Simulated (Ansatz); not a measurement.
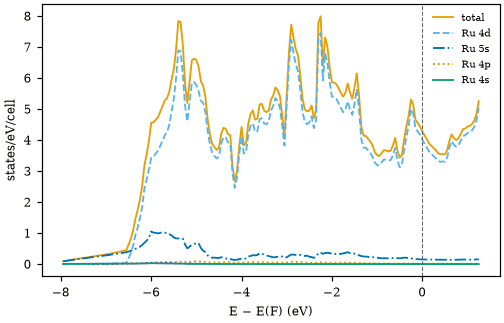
Figure: Total and projected density of states of Ru (dhcp (α-La type), P6_3/mmc), the program Ansatz at the PBEsol level (PAW)

Question: Which orbitals carry the states next to the Fermi level?

Answer: Within 0.5 eV of the Fermi level: Ru 4d 93 %. Projections are on Löwdin-orthogonalised atomic valence shells; empty p or d shells of many metals are not among them.

Question: Where is the tallest occupied peak in this window, and what makes it?

Answer: Near -2.2 eV, about 8.0 states/eV per cell; the largest projected share is Ru 4d.

The start of the workflow was typed in or built on a structure type. Its sites differ from those of the usual phase in this space group: another stacking or structure type. The PBEsol relaxation kept the symmetry of its start; whether a distortion lowers the energy is not shown. The run is not spin-polarised. Scalar-relativistic: spin–orbit coupling is off unless named, which matters more the heavier the elements.

Potentials: the earlier of the program's two PAW sets. The files were generated under PBE; for other functionals the program regenerates the frozen cores, and for LDA and PBEsol the local potential too.
